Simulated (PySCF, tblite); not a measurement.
# CH9NO3Si4, a small molecule taken as a stand-in for a surface group (silica-backed Si): NMR shifts, core binding energies and electronic excitations, part 2 of 2

tblite 0.8.0 and PySCF 2.14.0. Atoms count from 0, parts from 1.

### Step 5. X-ray photoelectron lines: SCAN, X2C

The job: settings as JSON, then the geometry in Å.

```
{"job": {"kind": "xps", "holes": 5}, "charge": 0, "multiplicity": 1}
Si    -1.687057    -2.021700    -0.781085
O     -0.969133    -1.260501     0.513271
Si     0.074452    -0.162356     1.105194
O      1.553545    -0.333290     0.451787
Si     2.589815    -0.278092    -0.849219
O     -0.490696     1.352268     0.922521
Si    -1.040638     2.573298    -0.065186
C      0.234516    -0.471769     2.916095
N      0.338285    -0.667695     4.053082
H     -2.858438    -2.789619    -0.281468
H     -2.132852    -0.996033    -1.771208
H     -0.705075    -2.939184    -1.427405
H      3.804971    -1.067967    -0.515984
H      1.910886    -0.863582    -2.044160
H      2.955924     1.139024    -1.133357
H     -2.431665     2.268086    -0.507877
H     -1.013346     3.846442     0.702783
H     -0.152654     2.678334    -1.261857
```

Method: delta-SCF UKS SCAN, pcX-2 on the ionised atom, pcseg-1 elsewhere, spin-free X2C.

The program printed:

```text
ground state, core basis on atom 1 (O), 218 functions
  cycle   1  E = -1484.05373878  |g| = 1.28e+00
  cycle   2  E = -1483.22738952  |g| = 2.41e+00
  cycle   3  E = -1484.33122406  |g| = 2.41e-01
  cycle   4  E = -1484.33432607  |g| = 2.21e-01
  cycle   5  E = -1484.34411737  |g| = 7.01e-02
  cycle   6  E = -1484.34529096  |g| = 2.14e-02
  cycle   7  E = -1484.34535415  |g| = 9.44e-03
  cycle   8  E = -1484.34537513  |g| = 1.40e-03
  cycle   9  E = -1484.34537046  |g| = 1.84e-04
  E(ground) = -1484.48586628 Eh
hole in O 1s of atom 1
  cycle   1  E = -1463.72252137  |g| = 2.23e+00
  cycle   2  E = -1463.19433469  |g| = 2.23e+00
  cycle   3  E = -1464.41068327  |g| = 6.03e-01
  cycle   4  E = -1464.27425638  |g| = 7.57e-01
  cycle   5  E = -1464.54647620  |g| = 1.55e-01
  cycle   6  E = -1464.55535259  |g| = 7.12e-02
  cycle   7  E = -1464.55724925  |g| = 1.02e-02
  cycle   8  E = -1464.55730170  |g| = 3.34e-03
  cycle   9  E = -1464.55730712  |g| = 1.61e-03
  cycle  10  E = -1464.55730678  |g| = 1.04e-03
  cycle  11  E = -1464.55730625  |g| = 1.39e-04
  E(ion) = -1464.69779293 Eh   <S^2> = 0.7618   hole on atom = 1.000   binding energy = 538.461 eV
ground state, core basis on atom 2 (Si), 229 functions
  cycle   1  E = -1484.42587042  |g| = 3.17e-01
  cycle   2  E = -1484.41892415  |g| = 2.37e-01
  cycle   3  E = -1484.42189219  |g| = 1.92e-01
  cycle   4  E = -1484.42783493  |g| = 7.69e-02
  cycle   5  E = -1484.42906432  |g| = 2.06e-02
  cycle   6  E = -1484.42915620  |g| = 2.59e-03
  cycle   7  E = -1484.42915843  |g| = 9.49e-04
  cycle   8  E = -1484.42915762  |g| = 2.37e-04
  E(ground) = -1484.53172233 Eh
hole in Si 2p of atom 2
  cycle   1  E = -1480.07729595  |g| = 1.25e+00
  cycle   2  E = -1479.51388023  |g| = 1.50e+00
  cycle   3  E = -1480.01062348  |g| = 9.06e-01
  cycle   4  E = -1480.36003168  |g| = 3.01e-01
  cycle   5  E = -1480.39717583  |g| = 9.81e-02
  cycle   6  E = -1480.40047077  |g| = 4.25e-02
  cycle   7  E = -1480.40124934  |g| = 9.52e-03
  cycle   8  E = -1480.40128364  |g| = 2.03e-03
  cycle   9  E = -1480.40128668  |g| = 6.44e-04
  cycle  10  E = -1480.40128775  |g| = 4.69e-04
  E(ion) = -1480.51420368 Eh   <S^2> = 0.7514   hole on atom = 1.003   binding energy = 109.322 eV
  2p3/2 = 109.130 eV   2p1/2 = 109.755 eV
ground state, core basis on atom 3 (O), 218 functions
  cycle   1  E = -1484.34407610  |g| = 1.14e-01
  cycle   2  E = -1484.34145394  |g| = 1.40e-01
  cycle   3  E = -1484.34442540  |g| = 5.47e-02
  cycle   4  E = -1484.34475291  |g| = 3.11e-02
  cycle   5  E = -1484.34497140  |g| = 3.98e-03
  cycle   6  E = -1484.34497523  |g| = 7.55e-04
  cycle   7  E = -1484.34497467  |g| = 3.19e-04
  E(ground) = -1484.48572532 Eh
hole in O 1s of atom 3
  cycle   1  E = -1463.72157225  |g| = 2.23e+00
  cycle   2  E = -1463.19034732  |g| = 2.23e+00
  cycle   3  E = -1464.40904902  |g| = 6.06e-01
  cycle   4  E = -1464.27409059  |g| = 7.58e-01
  cycle   5  E = -1464.54596281  |g| = 1.57e-01
  cycle   6  E = -1464.55513786  |g| = 7.18e-02
  cycle   7  E = -1464.55705896  |g| = 1.04e-02
  cycle   8  E = -1464.55711590  |g| = 3.22e-03
  cycle   9  E = -1464.55712422  |g| = 1.11e-03
  cycle  10  E = -1464.55712150  |g| = 8.73e-04
  cycle  11  E = -1464.55712292  |g| = 1.70e-04
  E(ion) = -1464.69772562 Eh   <S^2> = 0.7615   hole on atom = 1.000   binding energy = 538.459 eV
ground state, core basis on atom 5 (O), 218 functions
  cycle   1  E = -1484.34152920  |g| = 1.67e-01
  cycle   2  E = -1484.33101181  |g| = 2.76e-01
  cycle   3  E = -1484.34489140  |g| = 3.35e-02
  cycle   4  E = -1484.34493320  |g| = 2.84e-02
  cycle   5  E = -1484.34508713  |g| = 8.27e-03
  cycle   6  E = -1484.34510265  |g| = 1.80e-03
  cycle   7  E = -1484.34510538  |g| = 2.39e-04
  E(ground) = -1484.48583046 Eh
hole in O 1s of atom 5
  cycle   1  E = -1463.72236086  |g| = 2.23e+00
  cycle   2  E = -1463.19371807  |g| = 2.23e+00
  cycle   3  E = -1464.41055700  |g| = 6.04e-01
  cycle   4  E = -1464.27371972  |g| = 7.58e-01
  cycle   5  E = -1464.54671822  |g| = 1.55e-01
  cycle   6  E = -1464.55557185  |g| = 7.14e-02
  cycle   7  E = -1464.55747204  |g| = 1.04e-02
  cycle   8  E = -1464.55753060  |g| = 3.24e-03
  cycle   9  E = -1464.55753373  |g| = 1.01e-03
  cycle  10  E = -1464.55753518  |g| = 7.56e-04
  cycle  11  E = -1464.55753374  |g| = 1.90e-04
  E(ion) = -1464.69811609 Eh   <S^2> = 0.7616   hole on atom = 1.000   binding energy = 538.451 eV
ground state, core basis on atom 7 (C), 218 functions
  cycle   1  E = -1484.30977882  |g| = 1.34e-01
  cycle   2  E = -1484.30267047  |g| = 2.28e-01
  cycle   3  E = -1484.31230597  |g| = 2.63e-02
  cycle   4  E = -1484.31215437  |g| = 3.67e-02
  cycle   5  E = -1484.31245749  |g| = 5.91e-03
  cycle   6  E = -1484.31246284  |g| = 1.51e-03
  cycle   7  E = -1484.31246567  |g| = 2.43e-04
  E(ground) = -1484.45830788 Eh
hole in C 1s of atom 7
  cycle   1  E = -1473.04434197  |g| = 1.50e+00
  cycle   2  E = -1468.15461692  |g| = 2.59e+00
  cycle   3  E = -1469.72913034  |g| = 1.74e+00
  cycle   4  E = -1473.19905764  |g| = 9.44e-01
  cycle   5  E = -1473.42159321  |g| = 4.66e-01
  cycle   6  E = -1473.57428875  |g| = 1.88e-01
  cycle   7  E = -1473.58097624  |g| = 1.56e-01
  cycle   8  E = -1473.59098636  |g| = 3.87e-02
  cycle   9  E = -1473.59165331  |g| = 2.33e-02
  cycle  10  E = -1473.59195885  |g| = 8.84e-03
  cycle  11  E = -1473.59206305  |g| = 4.42e-03
  cycle  12  E = -1473.59213433  |g| = 2.21e-03
  cycle  13  E = -1473.59215046  |g| = 1.38e-03
  cycle  14  E = -1473.59215094  |g| = 9.89e-04
  cycle  15  E = -1473.59215447  |g| = 3.52e-04
  E(ion) = -1473.73531891 Eh   <S^2> = 0.8273   hole on atom = 1.000   binding energy = 291.787 eV
```

Wall time 81 s (1 thread of Arm Neoverse V1, shared host); peak memory 0.99 GiB.

Binding energies by hole, beside the orbital energy of the ground state; the difference holds orbital relaxation and, for a density functional, its self-interaction error:

```csv
hole,stands for,environment,ΔSCF (eV; 2p as the shell's mean),−ε (eV),⟨S²⟩
O1s on O1,O1,oxygen bonded to 2 Si,538.46,517.2,0.762
Si2p on Si2,Si2,"silicon bonded to C, 3 O",109.34,98.5,0.751
O1s on O3,O3,oxygen bonded to 2 Si,538.46,517.2,0.762
O1s on O5,O5,oxygen bonded to 2 Si,538.45,517.1,0.762
C1s on C7,C7,"carbon bonded to N, Si",291.79,274.2,0.827
```

With the spin-orbit splitting: Si2 2p3/2 109.13, 2p1/2 109.76 eV. The table gives each 2p level as the mean over the whole 2p shell (two parts 2p3/2, one part 2p1/2), which differs a little from the single hole in the log.

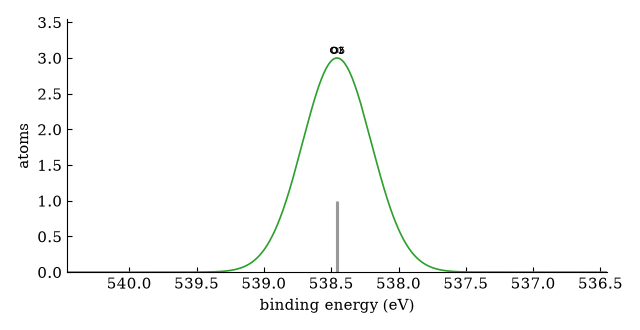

The O1s photoelectron lines, weighted by the number of atoms. Lines are broadened to a width of 0.60 eV (Gaussian).

### Step 6. TDDFT and polarisability: CAM-B3LYP/def2-SVPD

Settings changed since step 5:

```diff
@@ -1,2 +1,2 @@
-{"job": {"kind": "xps", "holes": 5}, "charge": 0, "multiplicity": 1}
+{"job": {"kind": "uv", "xc": "CAM-B3LYP", "basis": "def2-SVPD", "nstates": 6, "ntriplets": 2, "ip": true}, "charge": 0, "multiplicity": 1}
 Si    -1.687057    -2.021700    -0.781085
```

With the program's defaults for keys left out, this is: TDDFT CAM-B3LYP/def2-SVPD, vertical, gas phase, core orbitals frozen in the response.

The program printed:

```text
coarse grid: 17488 points
cycle   1  E = -1480.9963705066  dE =  7.714e-01  |g| = 1.183e+00  |ddm| = 8.049e+00
cycle   2  E = -1480.7866193299  dE =  2.098e-01  |g| = 1.605e+00  |ddm| = 4.740e+00
cycle   3  E = -1481.2603192946  dE = -4.737e-01  |g| = 1.345e-01  |ddm| = 2.215e+00
cycle   4  E = -1481.2619615700  dE = -1.642e-03  |g| = 1.077e-01  |ddm| = 2.594e-01
cycle   5  E = -1481.2643453688  dE = -2.384e-03  |g| = 1.399e-02  |ddm| = 1.407e-01
cycle   6  E = -1481.2643969113  dE = -5.154e-05  |g| = 1.638e-03  |ddm| = 4.830e-02
cycle   7  E = -1481.2643977134  dE = -8.022e-07  |g| = 4.287e-04  |ddm| = 6.154e-03
final grid: 151880 points
cycle   8  E = -1481.4785761673  dE = -1.361e-05  |g| = 1.691e-03  |ddm| = 9.316e-02
cycle   9  E = -1481.4785760819  dE =  8.548e-08  |g| = 2.000e-03  |ddm| = 8.854e-03
cycle  10  E = -1481.4785767952  dE = -7.134e-07  |g| = 1.605e-04  |ddm| = 2.772e-03
cycle  11  E = -1481.4785768009  dE = -5.658e-09  |g| = 7.797e-05  |ddm| = 5.569e-04
cycle  12  E = -1481.4785768019  dE = -9.995e-10  |g| = 4.443e-05  |ddm| = 2.627e-04
cycle  13  E = -1481.4785768023  dE = -4.147e-10  |g| = 1.027e-05  |ddm| = 5.062e-05
converged SCF energy = -1481.4785768023

Static polarisability (au): isotropic 121.592, principal 118.690 119.022 127.062

Singlet excitations
state   eV       nm        f      main configurations
  1   7.1036    174.5   0.00000   H-6->L+1 0.14, H-7->L+2 0.14, H-7->L+1 0.11
  2   7.4425    166.6   0.00058   H-7->L+2 0.20, H-6->L+1 0.20
  3   7.4429    166.6   0.00049   H-7->L+1 0.20, H-6->L+2 0.20
  4   7.5292    164.7   0.00001   H->L 0.76
  5   7.7331    160.3   0.00307   H-1->L 0.56
  6   7.7363    160.3   0.00312   H-2->L 0.56

Triplet excitations (Tamm-Dancoff, eV): 5.8119 6.3611
Vertical ionisation energy (delta-SCF) = 11.1623 eV
```

It took 8.9 min on 1 thread of Arm Neoverse V1, shared host; peak memory 1.9 GiB.

Frontier orbitals and where they lie:

```csv
orbital,eV,atoms
HOMO−3,-11.18,"Si6 18 %, H15 15 %, O5 11 %"
HOMO−2,-10.75,"O3 18 %, Si4 13 %, H12 9 %"
HOMO−1,-10.74,"O1 16 %, O5 14 %, Si0 11 %"
HOMO,-10.53,"O5 16 %, O1 16 %, O3 16 %"
LUMO,0.19,"Si4 13 %, Si6 13 %, Si0 13 %"
LUMO+1,0.64,"N8 19 %, C7 18 %, Si2 10 %"
LUMO+2,0.65,"N8 19 %, C7 18 %, Si6 12 %"
```

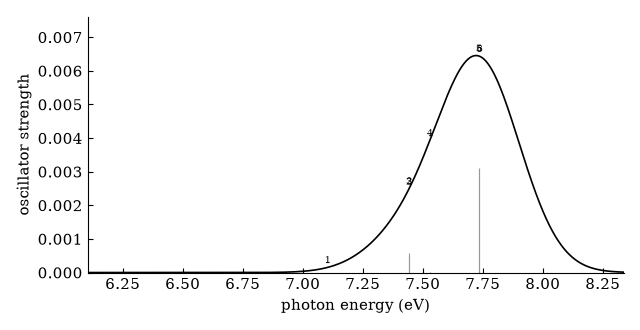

Absorption spectrum from the 6 singlet states computed; above the last one it falls off for lack of states. Lines are broadened to a width of 0.40 eV (Gaussian).

Ground-state properties from the same run:

```csv
property,computed
dipole moment (D),4.95
polarisability (Å³),18.02
HOMO–LUMO gap (eV),10.73
−ε(HOMO) (eV),10.53
```

### Step 7. Outcome

What follows sums up all 2 parts.

| quantity | value |
| --- | --- |
| point group | C1 |
| rotational constants (main isotopes) | 0.64, 0.63, 0.62 GHz |
| 13C shifts against TMS (PBE0/pcSseg-1) | 123.9 ppm |
| 1H shifts against TMS (PBE0/pcSseg-1) | 5.20, 5.19, 5.19, 5.19, 5.19, 5.18, 5.08, 5.07, 5.07 ppm |
| 29Si shifts against TMS (PBE0/pcSseg-1) | -36.0, -36.1, -36.4, -104.8 ppm |
| 17O shifts against H2O (PBE0/pcSseg-1) | 55.8, 55.3, 55.0 ppm |
| 15N shifts against NH3 (PBE0/pcSseg-1) | 355.2 ppm |
| surface potential, least and greatest | -1.68 V and 1.84 V |
| O1s binding energies, SCAN/pcX-2 | O1 538.46, O3 538.46, O5 538.45 eV |
| Si2p binding energies, SCAN/pcX-2 (standing for 1 of 4 atoms) | Si2 109.34 eV |
| C1s binding energies, SCAN/pcX-2 | C7 291.79 eV |
| lowest singlet (CAM-B3LYP/def2-SVPD) | 7.10 eV (175 nm), f = 0.000 |
| brightest single state of those computed | state 6, 7.74 eV, f = 0.003 |
| lowest triplet | 5.81 eV |
| vertical ionisation energy (ΔSCF) | 11.16 eV |

In words: Relaxing lowered the energy by 0.492 eV in 10 steps; the close pair that moved most is Si4–H12, from 1.429 to 1.487 Å (PBE0/def2-SVP). No frequency check was run at this level, so the end point may be a saddle. At PBE0/pcSseg-1: The largest span, 599 ppm, is at N8, where the paramagnetic term is -426 ppm. By nearest atom (PBE0/pcSseg-1), the HOMO sits on O1, O3, O5 about 17 % each; H11, H14, H15 about 9 % each and the LUMO on O1, O3, O5 about 8 % each; 6 H atoms about 7 % each. The O1s levels computed lie within 0.01 eV of one another, too close to rank. The first singlet state (HOMO−6→LUMO+1 0.14, HOMO−7→LUMO+2 0.14) lies at 7.10 eV and is dark; of the 6 states computed, the strongest absorption comes from states 5 to 6 together at 7.74 eV (the last computed, so partners may be missing). The lowest triplet lies 1.29 eV below the lowest singlet (triplets in Tamm-Dancoff, singlets in full TDDFT). The orbital energy would give 10.53 eV for ionisation, ΔSCF gives 11.16 eV. A capped cluster stands for the solid here, so long-range fields and strain are missing, and bands or shifts of the capping hydrogens have no counterpart in it.
